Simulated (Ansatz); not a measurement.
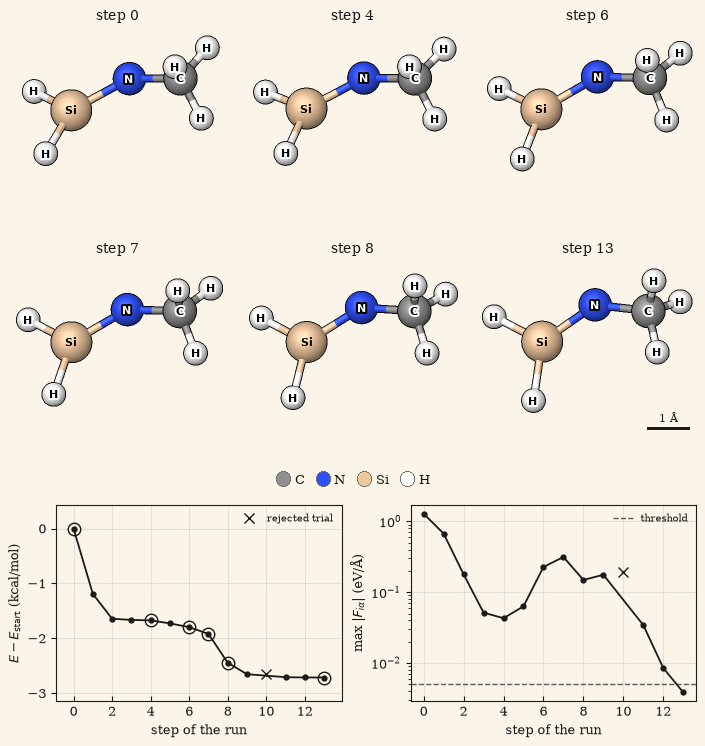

Frames of a relaxation of CH₅NSi, marked on the history of the run. A ball-and-stick model, seen from a free direction.

Computed with Ansatz 0.2.0, RKS PBE0-D4/def2-TZVP.

Input
```yaml
crystal:
  periodic: [false, false, false]
  atoms:
    - {symbol: C, position_ang: [-0.636540, 0.987060, -0.551150]}
    - {symbol: N, position_ang: [0.486850, 0.201640, -0.135330]}
    - {symbol: Si, position_ang: [0.774300, -1.167280, 0.651140]}
    - {symbol: H, position_ang: [-1.288950, 0.447080, -1.244130]}
    - {symbol: H, position_ang: [-0.251370, 1.870570, -1.065840]}
    - {symbol: H, position_ang: [-1.247050, 1.323540, 0.292340]}
    - {symbol: H, position_ang: [2.194120, -1.448010, 0.761440]}
    - {symbol: H, position_ang: [-0.031370, -2.214600, 1.291520]}
basis:
  gaussian: {orbitals: def2-TZVP}
hamiltonian: {xc: pbe0, dispersion: d4}
relax: {f_tol: 0.005, max_steps: 200}
```

Run as
```bash
ansatz run in.yaml --threads 2 --pin off --events-out ev --progress --plain --max-ram 4352MiB
```

### Describe the path.

The atom that moves furthest after the best rigid fit is H8 (0.75 Å). By element the largest moves are H 0.75 Å, N 0.27 Å, Si 0.09 Å, C 0.07 Å. Among the contacts that change: N2–Si3 1.605 → 1.580 Å, Si3–H8 1.468 → 1.492 Å, Si3–H7 1.452 → 1.475 Å, C1–N2 1.432 → 1.423 Å. Bond angles that change, for instance: N2–Si3–H8 136.4° → 128.1°, N2–Si3–H7 112.2° → 118.4°, N2–C1–H6 112.5° → 115.3°. Groups turn about C1–N2 by about 60°. Over 12 accepted moves (13 points after the start) the energy falls by 2.71 kcal/mol. The largest force component goes from 1.3 to 0.0038 eV/Å. The line search rejected the trial step at point 10 of the run. Cost: 10 s on 2 threads of AMD EPYC 9R45 96-Core, on a shared host. From step 0 to 4: H8 moves most (0.13 Å), energy −1.67 kcal/mol. From step 4 to 6: H8 moves most (0.20 Å), energy −0.12 kcal/mol. From step 6 to 7: H8 moves most (0.09 Å), energy −0.12 kcal/mol. From step 7 to 8: H8 moves most (0.20 Å), energy −0.52 kcal/mol. From step 8 to 13: H8 moves most (0.24 Å), energy −0.27 kcal/mol.

```json
{"step": "0", "E − E(0), kcal/mol": "0.00", "largest force component, eV/Å": "1.2880", "note": ""}
{"step": "1", "E − E(0), kcal/mol": "-1.19", "largest force component, eV/Å": "0.6751", "note": ""}
{"step": "2", "E − E(0), kcal/mol": "-1.64", "largest force component, eV/Å": "0.1795", "note": ""}
{"step": "3", "E − E(0), kcal/mol": "-1.66", "largest force component, eV/Å": "0.0515", "note": ""}
{"step": "4", "E − E(0), kcal/mol": "-1.67", "largest force component, eV/Å": "0.0429", "note": ""}
{"step": "5", "E − E(0), kcal/mol": "-1.73", "largest force component, eV/Å": "0.0632", "note": ""}
{"step": "6", "E − E(0), kcal/mol": "-1.80", "largest force component, eV/Å": "0.2274", "note": ""}
{"step": "7", "E − E(0), kcal/mol": "-1.92", "largest force component, eV/Å": "0.3146", "note": ""}
{"step": "8", "E − E(0), kcal/mol": "-2.44", "largest force component, eV/Å": "0.1492", "note": ""}
{"step": "9", "E − E(0), kcal/mol": "-2.65", "largest force component, eV/Å": "0.1765", "note": ""}
{"step": "10", "E − E(0), kcal/mol": "-2.65", "largest force component, eV/Å": "0.1932", "note": "rejected"}
{"step": "11", "E − E(0), kcal/mol": "-2.71", "largest force component, eV/Å": "0.0343", "note": ""}
{"step": "12", "E − E(0), kcal/mol": "-2.71", "largest force component, eV/Å": "0.0085", "note": ""}
{"step": "13", "E − E(0), kcal/mol": "-2.71", "largest force component, eV/Å": "0.0038", "note": ""}
```
